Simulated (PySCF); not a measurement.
```xyz
23

C     3.3105    0.0809    0.2580
C     1.9439   -0.5922    0.2068
C     0.8204    0.4311    0.0538
C    -0.5880   -0.1771    0.0851
C    -0.8384   -1.0549   -1.1388
C    -1.6295    0.9461    0.1798
C    -3.0376    0.4530    0.4938
H     3.4922    0.6436   -0.6553
H     4.0982   -0.6616    0.3643
H     3.3704    0.7678    1.0996
H     1.7861   -1.1644    1.1243
H     1.9285   -1.2920   -0.6298
H     0.9540    0.9770   -0.8833
H     0.9053    1.1544    0.8692
H    -0.6726   -0.7989    0.9839
H    -1.8398   -1.4759   -1.1147
H    -0.1341   -1.8816   -1.1742
H    -0.7326   -0.4705   -2.0507
H    -1.6394    1.5043   -0.7594
H    -1.3235    1.6371    0.9692
H    -3.7087    1.2985    0.6290
H    -3.4312   -0.1629   -0.3101
H    -3.0387   -0.1346    1.4096
```

Geometry: GFN2-xTB, NEB image 0 of 0 to 8.

Computed with PySCF 2.14.0, PBE0/pcSseg-1, SCF density, gas phase, non-relativistic.

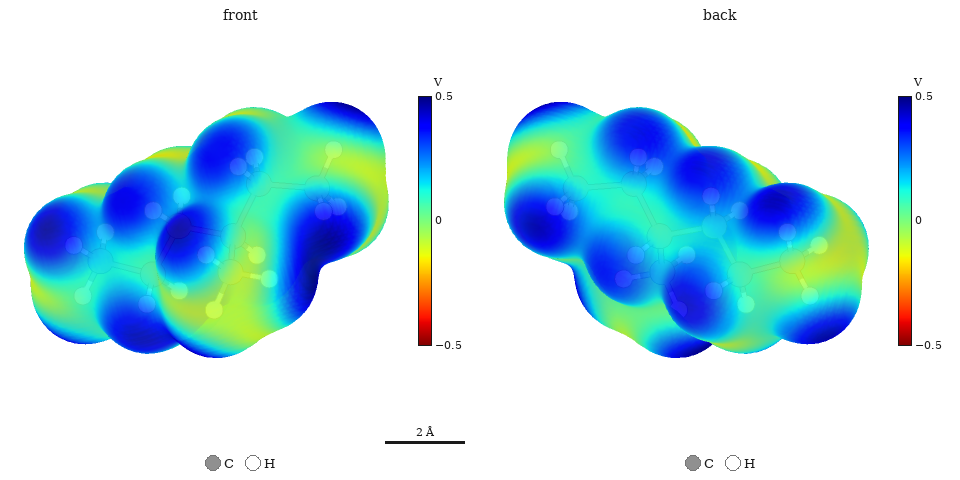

C₇H₁₆ (SMILES CCC[C@H](C)CC). The electrostatic potential painted on the density surface at 0.002 e/bohr³, seen from the front and from behind; the colour scale runs from red (negative) to blue (positive).

> Which sites attract a positive test charge, and which a negative one?

A positive charge is drawn to the negative regions and a negative charge to the positive ones. The most negative region (about −0.1 V) lies over C1, C3, C6 and C7, the most positive (about +0.5 V) over the H atoms.

> What dipole moment does the calculation give?

Its dipole moment is 0.06 D.
